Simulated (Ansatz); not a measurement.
## Electronic structure of BF3H6OSi2 (SMILES F[B-](F)(F)[O+]([SiH3])[SiH3]) in real space

```xyz
13

B    -0.0212   -0.1496   -0.6998
F     0.0380    0.8218    0.2542
F    -0.6259   -1.2910   -0.3184
F    -0.3308    0.2786   -1.9556
O     1.5994   -0.5544   -0.8698
Si    2.5666   -0.1976    0.5218
Si    2.0555   -0.9838   -2.4842
H     1.8620   -0.7373    1.7059
H     2.8122    1.2630    0.5887
H     3.8412   -0.9249    0.2701
H     2.1742    0.2461   -3.3040
H     1.0465   -1.9402   -2.9910
H     3.3870   -1.6305   -2.3258
```

Geometry: PBE0-D4/def2-SVP.

Level of theory: isolated molecule in a Gaussian basis; Kohn-Sham density functional theory, functional PBE0 (Ansatz 0.2.0).

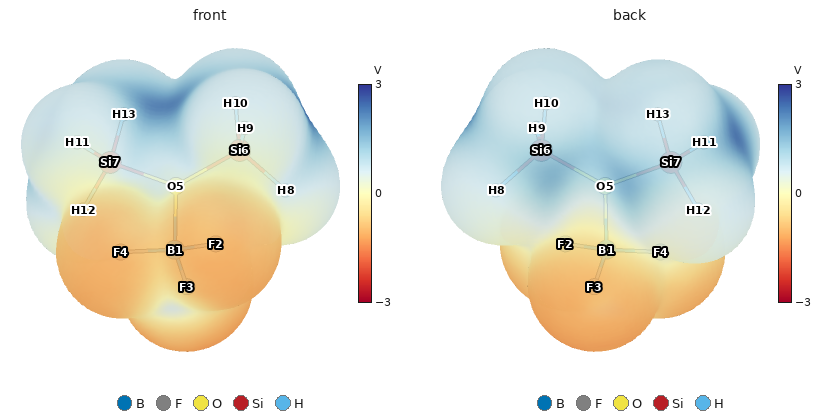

Figure 1. The electrostatic potential painted on the density surface at 0.002 e/bohr³, seen from the front and from behind; the colour scale runs from red (negative) to blue (positive).

Where is the surface potential most negative and most positive?

The most negative region (about −1.3 V) lies over F3, the most positive (about +2.3 V) over Si6 and Si7.

How polar is the molecule by this calculation?

Its dipole moment is 4.57 D.

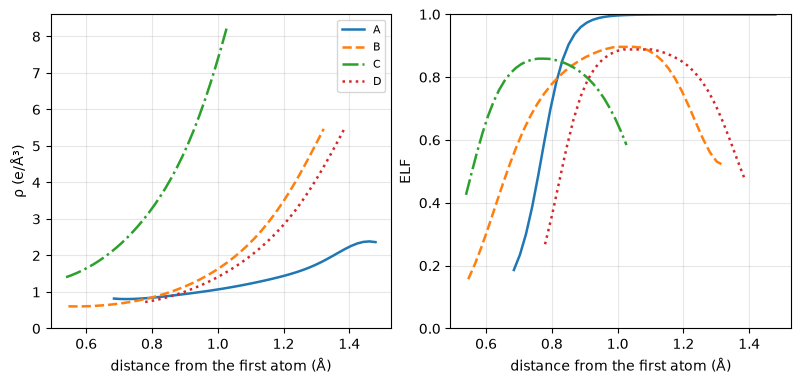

Figure 2. Total electron density and ELF along straight lines between neighbouring atoms. The curves leave out the atomic cores.

Which curve belongs to which contact (B–F, B–O, Si–H and Si–O)? The first atom named is at distance zero.

Curve A: Si–H (1.48 Å): the density is about 0.81 e/Å³ at the midpoint; the ELF climbs to about 1 towards the hydrogen, as it does in any bond to H. Curve B: B–O (1.68 Å): ρ at the midpoint is about 0.95 e/Å³, with its minimum of 0.6 e/Å³ about 0.6 Å from B; the ELF peaks at about 0.90 between the atoms: a polar covalent bond. Curve C: B–F (1.35 Å): the density is about 2.1 e/Å³ at the midpoint; the ELF peaks at about 0.85 between the atoms (a polar covalent bond). Curve D: Si–O (1.73 Å): the density is about 0.91 e/Å³ at the midpoint; the ELF peaks at about 0.90 between the atoms (a polar covalent bond).

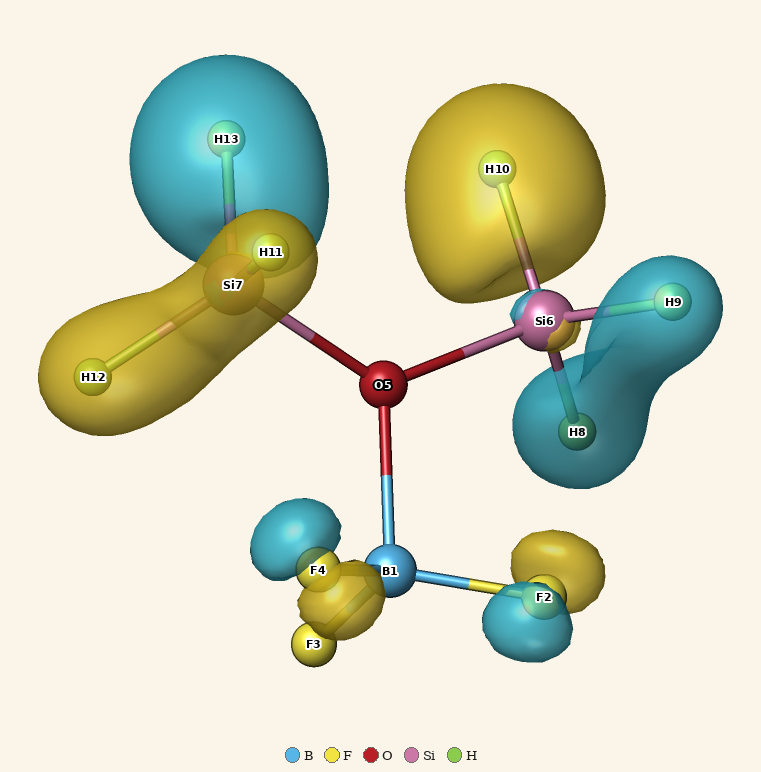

Figure 3. The HOMO−1 at ±0.15 Å⁻³ᐟ² (yellow and cyan are the two phases), seen at an oblique angle.

Describe this orbital and give its energy.

Its weight (Hirshfeld) is mainly on Si6 (about 20 %), Si7 (about 20 %), H10 (about 15 %) and H13 (about 15 %). Its energy is −10.18 eV.
